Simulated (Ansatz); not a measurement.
# CH₄FNS: a ladder of functionals and wavefunction methods

How much do the methods differ for CH₄FNS? The plan is to run it at one geometry with functionals of several rungs and with coupled cluster. The yardstick is the atomisation energy at the CCSD(T) limit.

The runs use Ansatz 0.2.0, Gaussian basis; functionals in def2-TZVPP, the program's frozen cores in correlated methods.

Plan: LDA (SPW92), PBE-D4, revPBE-D4, BLYP-D4, r2SCAN-D4, B97M-V, PBE0-D4, B3LYP-D4, r2SCANh-D4, r2SCAN0-D4, HSE06-D4, BHLYP-D4, CAM-B3LYP-D4, LC-ωPBE, ωB97X-V, ωB97M-V, B2PLYP, PBE-QIDH; CCSD(T)/def2-SVP; CCSD(T)/def2-TZVPP; MP2/def2-QZVPP; extrapolation to the limit; RPA on PBE.

**1. The geometry**

An earlier PBE0-D4 in a triple-zeta def2 set relaxation fixed the geometry.

SMILES `NC(F)S`, 8 atoms, charge 0, spin multiplicity 1.

Atoms are counted from 1 here; the program's logs count them from 0.

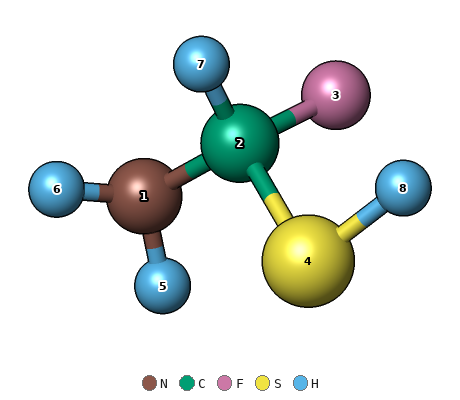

The geometry (nitrogen brown, carbon teal, fluorine pink, sulfur yellow, hydrogen blue); atoms are numbered from 1 in the order of the file.

**2. LDA**

This LDA is Slater exchange with PW92 correlation.

Contents of in.yaml:

```yaml
crystal:
  periodic: [false, false, false]
  atoms:
    - {symbol: N, position_ang: [0.023816, 1.141458, -0.511124]}
    - {symbol: C, position_ang: [0.344473, -0.050985, 0.161409]}
    - {symbol: F, position_ang: [1.440742, -0.645136, -0.422936]}
    - {symbol: S, position_ang: [-1.041591, -1.240130, 0.122248]}
    - {symbol: H, position_ang: [-0.531046, 1.005001, -1.344635]}
    - {symbol: H, position_ang: [-0.380970, 1.842592, 0.088564]}
    - {symbol: H, position_ang: [0.612276, 0.168319, 1.196016]}
    - {symbol: H, position_ang: [-0.375400, -2.278219, 0.654657]}
basis:
  gaussian: {orbitals: def2-TZVPP}
hamiltonian: {xc: lda}
output: {orbitals: {seedname: orbitals}}
```

Command:

```
> ansatz run in.yaml --threads 2 --pin off --events-out ev --progress --plain --max-ram 4352MiB
```

Further steps of the session: PBE-D4 (GGA); revPBE-D4 (GGA); BLYP-D4 (GGA); r2SCAN-D4 (meta-GGA); B97M-V (meta-GGA); B3LYP-D4 (hybrid); r2SCANh-D4 (hybrid); r2SCAN0-D4 (hybrid); HSE06-D4 (hybrid); BHLYP-D4 (hybrid); CAM-B3LYP-D4 (range-separated); LC-ωPBE (range-separated); ωB97X-V (range-separated); ωB97M-V (range-separated); B2PLYP (double hybrid); PBE-QIDH (double hybrid); CCSD(T) in def2-SVP; CCSD(T) in def2-TZVPP; MP2 in def2-QZVPP; RPA on PBE orbitals.

Q: Predict the results of all the runs planned. Wanted: atomisation energy, CCSD(T)/CBS; farthest beyond LDA; mean size of error, GGA; mean size of error, meta-GGA; mean size of error, hybrid; mean size of error, range-separated; mean size of error, double hybrid; gap, smallest and largest; T1 diagnostic.

As calculated:

| quantity | value |
| --- | --- |
| atomisation energy, CCSD(T)/CBS | 654.7 kcal/mol |
| functionals within 3.3 kcal/mol (0.5 %) | revPBE-D4, r2SCAN-D4, B97M-V, PBE0-D4, B3LYP-D4, LC-ωPBE |
| farthest beyond LDA | BHLYP-D4 (-27.8 kcal/mol) |
| mean size of error, GGA | 10.3 kcal/mol |
| mean size of error, meta-GGA | 1.1 kcal/mol |
| mean size of error, hybrid | 9.3 kcal/mol |
| mean size of error, range-separated | 4.0 kcal/mol |
| mean size of error, double hybrid | 7.8 kcal/mol |
| gap, smallest and largest | 5.14 eV (BLYP-D4), 12.57 eV (LC-ωPBE) |
| T1 diagnostic | 0.0115 |
| triples share of the correlation energy | 3.7 % |

**Reading.** The LDA atomisation energy is off by 120.8 kcal/mol (18 %): it overbinds. PBE-D4 misses by +23.1 kcal/mol. Double hybrids carry the basis error of their MP2 part in triple zeta, and no dispersion term here, so their miss is partly the set-up's. Taken by rung, meta-GGA functionals do best (1.1 kcal/mol on average) and GGA ones worst beyond LDA (10.3 kcal/mol). Misses under about 3.3 kcal/mol are within the doubt on the reference itself, which lacks core-valence correlation, relativity and higher excitations. Hartree-Fock recovers 66 % of the binding; the rest is correlation. CCSD(T) in def2-SVP is off by -47.9 kcal/mol, worse than the median functional, from the basis alone. The gap grows from 5.1 to 12.6 eV across the functionals, mostly with the share of exact exchange.
